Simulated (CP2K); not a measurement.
# IPEA1-xTB run of AlSiNH4O (SMILES O[SiH]1[NH][AlH]1)

Aim: the energy change on altering one bond length of AlSiNH4O at IPEA1-xTB, from 2 runs. 

Program for the calculation: CP2K 2026.2.

## Step 1: The structure to begin with

The species is AlSiNH4O (8 atoms), meant as a singlet with charge 0. SMILES: `O[SiH]1[NH][AlH]1`. Geometry: a GFN2-xTB relaxation, a rough one for these elements and not checked as a minimum. This is one conformer, not always the lowest.

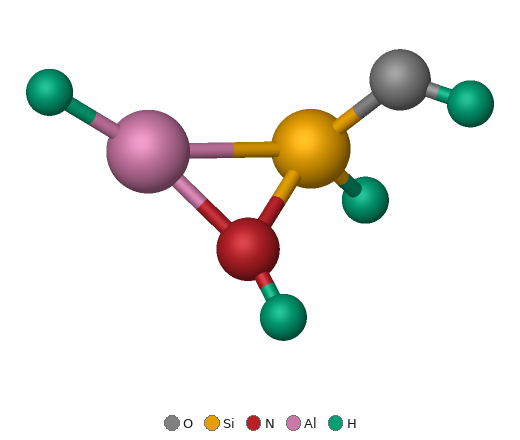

The structure, seen from a chosen angle (oxygen grey, silicon amber, nitrogen red, aluminium pink, hydrogen teal).

## Step 2: Energy and forces at IPEA1-xTB

Input file molecule.pdb:

```
HETATM    1 O    MOL A   1      -1.323  -0.417   1.234  1.00  0.00           O
HETATM    2 Si   MOL A   1      -0.687  -0.394  -0.271  1.00  0.00          SI
HETATM    3 N    MOL A   1       0.674   0.866  -0.475  1.00  0.00           N
HETATM    4 Al   MOL A   1       1.663  -0.609  -0.303  1.00  0.00          AL
HETATM    5 H    MOL A   1      -1.994   0.200   1.522  1.00  0.00           H
HETATM    6 H    MOL A   1      -1.817  -0.077  -1.179  1.00  0.00           H
HETATM    7 H    MOL A   1       0.510   1.865  -0.555  1.00  0.00           H
HETATM    8 H    MOL A   1       2.973  -1.433   0.027  1.00  0.00           H
END
```

Input file qs.inp:

```
&GLOBAL
   PROJECT_NAME qs
   RUN_TYPE ENERGY_FORCE
   PRINT_LEVEL MEDIUM
&END GLOBAL

&FORCE_EVAL
   METHOD Quickstep
   &DFT
      &QS
         METHOD XTB
         EPS_DEFAULT 1.0E-10
         &XTB
            GFN_TYPE TBLITE
            &TBLITE
               METHOD IPEA1
            &END TBLITE
            CHECK_ATOMIC_CHARGES F
         &END XTB
      &END QS
      &POISSON
         PERIODIC NONE
         POISSON_SOLVER ANALYTIC
      &END POISSON
      ! self-consistent field
      &SCF
         SCF_GUESS ATOMIC
         EPS_SCF 1.0E-07
         MAX_SCF 150
         ADDED_MOS 2
         &DIAGONALIZATION
            ALGORITHM STANDARD
         &END DIAGONALIZATION
         &MIXING
            METHOD DIRECT_P_MIXING
            ALPHA 0.4
         &END MIXING
      &END SCF
      &PRINT
         &MOMENTS
            PERIODIC F
            REFERENCE COM
            MAX_MOMENT 1
         &END MOMENTS
         &MO ON
            ENERGIES T
            OCCUPATION_NUMBERS T
            NDIGITS 6
            &EACH
               QS_SCF 0
            &END EACH
            ADD_LAST NUMERIC
         &END MO
         &HIRSHFELD OFF
         &END HIRSHFELD
      &END PRINT
   &END DFT
   &SUBSYS
      ! box in angstrom
      &CELL
         ABC 15 13.3 12.7
         PERIODIC NONE
      &END CELL
      &TOPOLOGY
         COORD_FILE_NAME molecule.pdb
         COORD_FILE_FORMAT PDB
         CONN_FILE_FORMAT OFF
         &CENTER_COORDINATES
         &END CENTER_COORDINATES
      &END TOPOLOGY
   &END SUBSYS
   &PRINT
      &FORCES ON
      &END FORCES
   &END PRINT
&END FORCE_EVAL
```

On the command line:

```sh
$ OMP_NUM_THREADS=1 cp2k.psmp qs.inp > qs.out
```

Log:

```text
CP2K| version string:                                       CP2K version 2026.2
[...]
 GLOBAL| Method name                                                        CP2K
[...]
 GLOBAL| Run type                                                   ENERGY_FORCE
[...]
                             - Atoms:                                          8
[...]
                             - Spherical basis functions:                     36
[...]
 Number of electrons:                                                         22
[...]
  *** SCF run converged in    19 steps ***
[...]
  Fermi energy:                                                -0.27457134886947
[...]
 TB_DIPOLE| Moment [Debye]          0.08467037       0.23114106      -0.10236506
 TB_DIPOLE| Derivative [a.u.]       0.00000000       0.00000000       0.00000000
[...]
 ENERGY| Total FORCE_EVAL ( QS ) energy [hartree]            -14.074723815635732
 FORCES| Atomic forces [hartree/bohr]
 FORCES|   Atom     x               y               z               |f|
 FORCES|      1  6.18054042E-03  1.05221222E-02 -3.41093168E-02   3.62265045E-02
 FORCES|      2  1.15382139E-02 -7.02231413E-05  1.74641513E-02   2.09316003E-02
 FORCES|      3 -2.27075286E-02  3.04879625E-03  4.58218132E-03   2.33650037E-02
 FORCES|      4 -1.24292716E-03 -3.39828509E-02  2.86028268E-03   3.41256537E-02
 FORCES|      5 -6.23809120E-03 -5.21640231E-03  1.42254179E-02   1.63855775E-02
 FORCES|      6  1.38665027E-02 -2.21494693E-03  5.14070202E-03   1.49536853E-02
 FORCES|      7  8.83074145E-03  1.06792466E-02 -4.70589389E-03   1.46346759E-02
 FORCES|      8 -1.02274516E-02  1.72342582E-02 -5.45752458E-03   2.07702912E-02
 FORCES| Sum    -7.63278329E-17  5.55111512E-17  1.96891115E-16
 FORCES| Total atomic force                                       2.18342705E-16
[...]
```

It took 0.44 s on 1 thread of Arm Neoverse N1, shared host; peak memory 0.14 GiB.

## Step 3: The distorted shape, same level

Input file molecule.pdb:

```
HETATM    1 O    MOL A   1      -1.585  -0.252   1.168  1.00  0.00           O
HETATM    2 Si   MOL A   1      -0.949  -0.229  -0.337  1.00  0.00          SI
HETATM    3 N    MOL A   1       0.412   1.031  -0.541  1.00  0.00           N
HETATM    4 Al   MOL A   1       1.401  -0.444  -0.369  1.00  0.00          AL
HETATM    5 H    MOL A   1      -2.256   0.365   1.456  1.00  0.00           H
HETATM    6 H    MOL A   1      -2.079   0.088  -1.245  1.00  0.00           H
HETATM    7 H    MOL A   1       0.248   2.030  -0.621  1.00  0.00           H
HETATM    8 H    MOL A   1       2.973  -1.433   0.027  1.00  0.00           H
END
```

Input file gas.inp:

```
&GLOBAL
  PROJECT gas
  RUN_TYPE ENERGY_FORCE
  PRINT_LEVEL MEDIUM
&END GLOBAL

&FORCE_EVAL
  METHOD QUICKSTEP
  &DFT
    &QS
      METHOD XTB
      EPS_DEFAULT 1.0E-10
      &XTB
        GFN_TYPE TBLITE
        &TBLITE
          METHOD IPEA1
        &END TBLITE
        CHECK_ATOMIC_CHARGES F
      &END XTB
    &END QS
    &POISSON
      PERIODIC NONE
      POISSON_SOLVER ANALYTIC
    &END POISSON
    &SCF
      SCF_GUESS ATOMIC
      EPS_SCF 1.0E-07
      MAX_SCF 150
      ADDED_MOS 2
      &DIAGONALIZATION
        ALGORITHM STANDARD
      &END DIAGONALIZATION
      &MIXING
        METHOD DIRECT_P_MIXING
        ALPHA 0.4
      &END MIXING
    &END SCF
    &PRINT
      &MOMENTS
        PERIODIC F
        REFERENCE COM
        MAX_MOMENT 1
      &END MOMENTS
      &MO ON
        ENERGIES T
        OCCUPATION_NUMBERS T
        NDIGITS 6
        &EACH
          QS_SCF 0
        &END EACH
        ADD_LAST NUMERIC
      &END MO
      &HIRSHFELD OFF
      &END HIRSHFELD
    &END PRINT
  &END DFT
  &SUBSYS
    &CELL
      ABC 15.2 13.5 12.7
      PERIODIC NONE
    &END CELL
    &TOPOLOGY
      COORD_FILE_NAME molecule.pdb
      COORD_FILE_FORMAT PDB
      CONN_FILE_FORMAT OFF
      &CENTER_COORDINATES
      &END CENTER_COORDINATES
    &END TOPOLOGY
  &END SUBSYS
  &PRINT
    &FORCES ON
    &END FORCES
  &END PRINT
&END FORCE_EVAL
```

On the command line:

```sh
$ OMP_NUM_THREADS=1 cp2k.psmp -i gas.inp -o gas.out
```

Log:

```text
CP2K| version string:                                       CP2K version 2026.2
[...]
 GLOBAL| Method name                                                        CP2K
[...]
 GLOBAL| Run type                                                   ENERGY_FORCE
[...]
                             - Atoms:                                          8
[...]
                             - Spherical basis functions:                     36
[...]
 Number of electrons:                                                         22
[...]
  *** SCF run converged in    21 steps ***
[...]
  Fermi energy:                                                -0.30062021921709
[...]
 TB_DIPOLE| Moment [Debye]         -1.02528775       0.52088895      -0.15244361
 TB_DIPOLE| Derivative [a.u.]       0.00000000       0.00000000       0.00000000
[...]
 ENERGY| Total FORCE_EVAL ( QS ) energy [hartree]            -14.053804882839446
 FORCES| Atomic forces [hartree/bohr]
 FORCES|   Atom     x               y               z               |f|
 FORCES|      1  7.22285830E-03  9.87529808E-03 -3.60189287E-02   3.80401685E-02
 FORCES|      2  1.02696451E-02  7.47517733E-03  1.92696128E-02   2.30794685E-02
 FORCES|      3 -2.51035137E-02  3.14203054E-03  4.98079795E-03   2.57850171E-02
 FORCES|      4  2.39833903E-02 -4.94290552E-02  8.21130592E-03   5.55505180E-02
 FORCES|      5 -5.75620939E-03 -5.87141567E-03  1.40029421E-02   1.62385300E-02
 FORCES|      6  1.41779594E-02 -4.98144533E-03  4.91585566E-03   1.58112291E-02
 FORCES|      7  7.76554014E-03  1.11295169E-02 -4.80509203E-03   1.43964812E-02
 FORCES|      8 -3.25596701E-02  2.86598933E-02 -1.05564937E-02   4.46425935E-02
 FORCES| Sum    -1.24900090E-16 -3.46944695E-17  5.37764278E-17
 FORCES| Total atomic force                                       1.40341166E-16
[...]
```

Run time: 0.48 s. Hardware: 1 thread of Arm Neoverse N1, shared host; peak memory 0.14 GiB.

## Step 4: Results

At IPEA1-xTB:

```
                                                          quantity         value
                                         first shape: total energy  -14.07472 Eh
            first shape: dipole moment (from atomic charges alone)        0.27 D
                                          first shape: HOMO energy      -9.89 eV
                                          first shape: LUMO energy      -6.58 eV
                                        first shape: HOMO–LUMO gap       3.32 eV
                             first shape: largest force on an atom    1.863 eV/Å
                                     distorted shape: total energy  -14.05380 Eh
        distorted shape: dipole moment (from atomic charges alone)        1.16 D
                                      distorted shape: HOMO energy     -10.08 eV
                                      distorted shape: LUMO energy      -7.28 eV
                                    distorted shape: HOMO–LUMO gap       2.80 eV
                         distorted shape: largest force on an atom    2.857 eV/Å
energy change with the Al4–H8 bond stretched from 1.582 to 1.899 Å      0.569 eV
```

What this shows: With the Al4–H8 bond stretched from 1.582 to 1.899 Å the energy rises by 0.57 eV (54.9 kJ/mol). The first shape isn't relaxed at this level, so the change isn't measured from a minimum. The largest force (first shape) is 1.86 eV/Å: the shape isn't a stationary point for this species at this level. The dipole (first shape) comes from point charges on the atoms alone, without atomic dipoles, so it is partial. The dipole (distorted shape) comes from point charges on the atoms alone, without atomic dipoles, so it is partial.
